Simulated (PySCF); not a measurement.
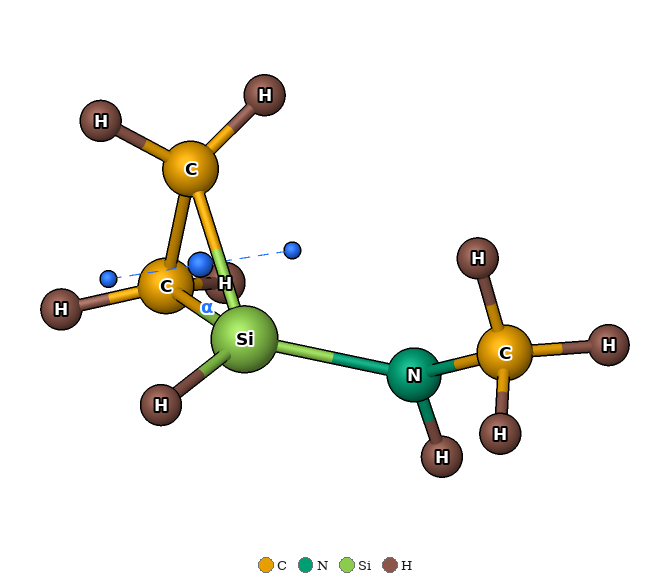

The small points mark where nucleus-independent chemical shifts (NICS) were computed: at the centre of each lettered ring and 1 Å above and below it. The geometry was computed by an optimisation with GFN2-xTB. No frequency run is at hand to confirm it as a minimum. Level of theory: GIAO PBE0/pcSseg-1 NMR shielding, non-relativistic, gas phase (PySCF 2.14.0).

Give NICS(0), NICS(1) and the out-of-plane component NICS(1)zz for each ring (means of the two sides).

```tsv
ring	members	NICS(0)	NICS(1)	NICS(1)zz
α	C2Si	−24.9	−7.6	−15.1
```

Values in ppm.

The geometry is semi-empirical. Around Si such bond lengths and angles can be off by a tenth of an ångström or more and by several degrees, and values that hang on the shape move with them.
